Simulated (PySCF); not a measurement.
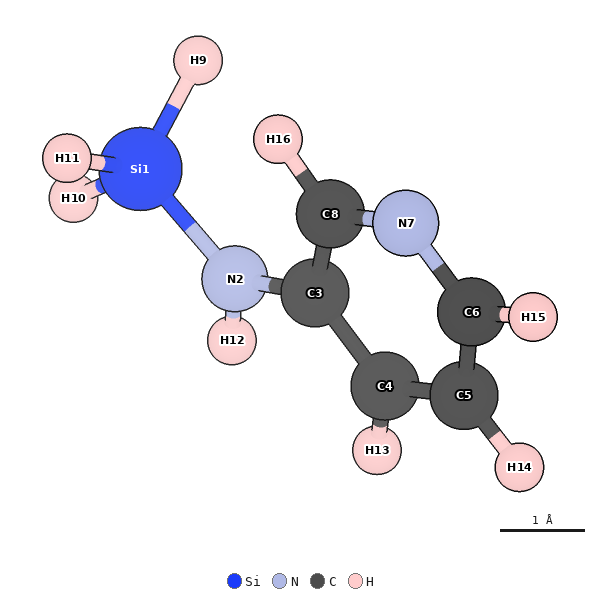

The structure as given in the input (ball-and-stick view, seen at a tilt; atoms are numbered from 1 in the order of the input). Bond lengths as drawn: C–C 1.39 to 1.41 Å, C–H 1.09 to 1.10 Å, C–N 1.32 to 1.38 Å, H–N 1.01 Å, H–Si 1.49 Å and N–Si 1.75 Å.

# Excited-state calculation of C₅H₈N₂Si

- system: C₅H₈N₂Si, SMILES [SiH3]Nc1cccnc1
- method: TDDFT PBE0/def2-SVPD, vertical, gas phase, core orbitals frozen in the response (PySCF 2.14.0)

The geometry comes from this level: PBE0-D3(BJ)/def2-SVP. It belongs to a series of runs on one base structure; here: H on C replaced by NHSiH3.

### Input file
```
{"job": {"kind": "uv", "xc": "PBE0", "basis": "def2-SVPD", "dynamic": true, "nstates": 6, "ntriplets": 0}, "charge": 0, "multiplicity": 1}
Si     2.721461    -0.462585    -0.769352
N      1.236387     0.463040    -0.707283
C     -0.030431     0.016737    -0.380566
C     -1.138234     0.876816    -0.361737
C     -2.386542     0.368841    -0.026374
C     -2.505383    -0.985687     0.284475
N     -1.463942    -1.812598     0.270947
C     -0.272997    -1.331351    -0.049561
H      2.652720    -1.559343    -1.781198
H      3.768021     0.526553    -1.153630
H      3.046882    -1.074351     0.554002
H      1.287548     1.448173    -0.935857
H     -1.013159     1.935055    -0.609797
H     -3.262979     1.020473    -0.005919
H     -3.476274    -1.415667     0.552928
H      0.558022    -2.049959    -0.049741
```

The first line tells a small driver script what to run in PySCF; the rest is the geometry in Å.

Machine: 1 CPU thread, shared host.

Launched with:
```bash
OMP_NUM_THREADS=1 python <driver script> task.json out
```

### Output
```
coarse grid: 14144 points
cycle   1  E = -593.4705876219  dE =  1.135e+00  |g| = 3.671e-01  |ddm| = 9.046e+00
cycle   2  E = -593.4593062214  dE =  1.128e-02  |g| = 4.460e-01  |ddm| = 4.246e+00
cycle   3  E = -593.5054456691  dE = -4.614e-02  |g| = 9.025e-02  |ddm| = 2.905e+00
cycle   4  E = -593.5068754415  dE = -1.430e-03  |g| = 4.371e-02  |ddm| = 4.684e-01
cycle   5  E = -593.5073341221  dE = -4.587e-04  |g| = 1.086e-02  |ddm| = 2.430e-01
cycle   6  E = -593.5073640292  dE = -2.991e-05  |g| = 4.172e-03  |ddm| = 4.447e-02
cycle   7  E = -593.5073683698  dE = -4.341e-06  |g| = 4.222e-04  |ddm| = 1.052e-02
final grid: 132928 points
cycle   8  E = -593.5798435705  dE = -3.227e-05  |g| = 6.782e-03  |ddm| = 1.872e-01
cycle   9  E = -593.5798394444  dE =  4.126e-06  |g| = 8.132e-03  |ddm| = 6.004e-02
cycle  10  E = -593.5798554861  dE = -1.604e-05  |g| = 9.873e-04  |ddm| = 3.061e-02
cycle  11  E = -593.5798557041  dE = -2.180e-07  |g| = 2.697e-04  |ddm| = 4.338e-03
cycle  12  E = -593.5798557190  dE = -1.485e-08  |g| = 9.863e-05  |ddm| = 1.688e-03
cycle  13  E = -593.5798557213  dE = -2.365e-09  |g| = 3.613e-05  |ddm| = 4.305e-04
cycle  14  E = -593.5798557217  dE = -3.640e-10  |g| = 4.795e-06  |ddm| = 1.097e-04
```

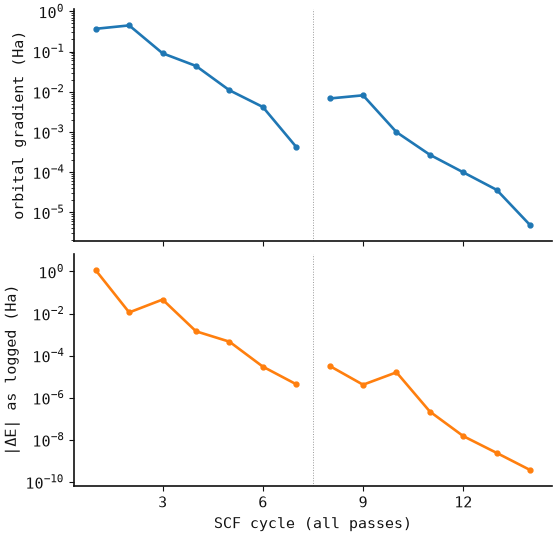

Convergence of the self-consistent field: orbital gradient and size of the energy change against the SCF cycle. The dotted line marks the change from a coarse to the final integration grid. The first 7 cycles use a coarse grid, the final grid takes over at cycle 8, and the field converges after 14 cycles in all.

```
converged SCF energy = -593.5798557217

Static polarisability (au): isotropic 101.741, principal 65.550 98.247 141.426

Singlet excitations
state   eV       nm        f      main configurations
  1   4.6913    264.3   0.06759   H->L 0.93
  2   4.8198    257.2   0.00342   H-1->L 0.99
  3   5.3577    231.4   0.00075   H->L+2 0.98
  4   5.4831    226.1   0.00186   H-1->L+1 0.98
  5   5.5247    224.4   0.26386   H->L+1 0.89
  6   6.1046    203.1   0.00272   H->L+3 0.94
```

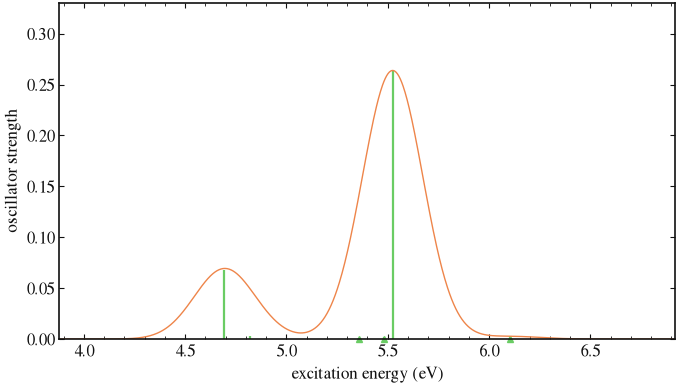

Computed excitations as sticks (degenerate states added up, dark ones marked on the axis), with a Gaussian envelope of 0.35 eV full width at half maximum, scaled to the tallest. Of the 6 states the lowest lies at 4.69 eV (f = 0.068); the strongest line is at 5.52 eV, or 224 nm (f = 0.264).

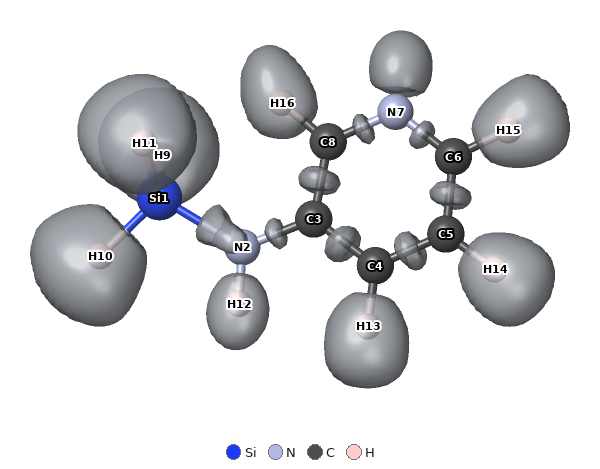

Isosurface of the ELF at 0.85 (grey), seen at a tilt. Only the valence region is drawn (cores and ρ < 0.01 e/Å³ removed). Profiles from the grid: C–N (1.32 Å): the ELF peaks at about 0.90 between the atoms, as expected for localised, shared-pair bonding. C–C (1.39 Å): the ELF peaks at about 0.95 between the atoms, which marks localised, shared-pair bonding.

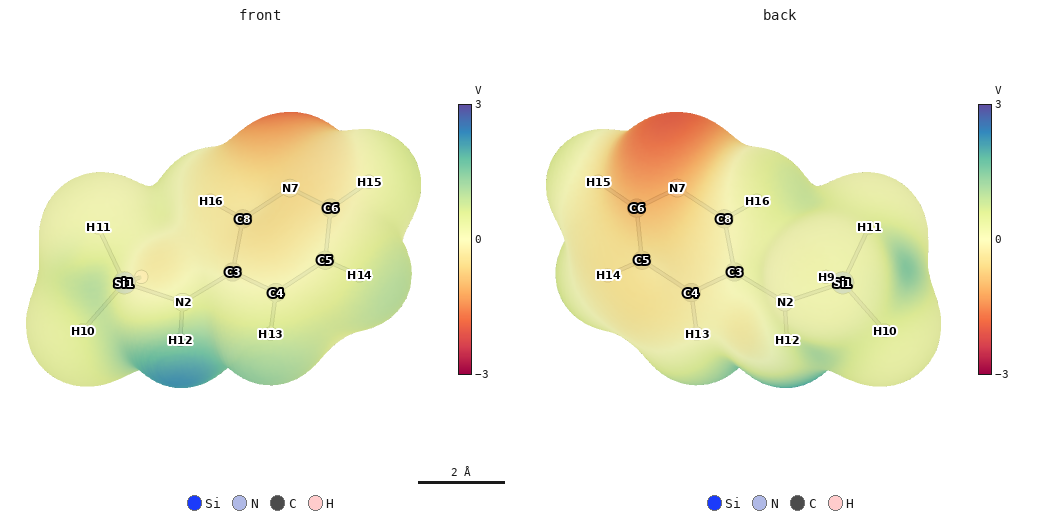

The molecular electrostatic potential painted on the density surface at 0.002 e/bohr³, seen at a tilt and from behind; the colour scale runs from red (negative) to blue (positive). A positive charge is drawn to the negative regions and a negative charge to the positive ones. Its dipole moment is 3.24 D.

### Results in brief

```tsv
quantity	value
outcome	converged
total energy	−593.579856 hartree
HOMO	−6.38 eV
LUMO	−0.77 eV
dipole moment	3.24 D
mean polarisability	101.74 a.u.
lowest excitation	4.69 eV
wall time	46 s
peak memory	0.95 GiB
```
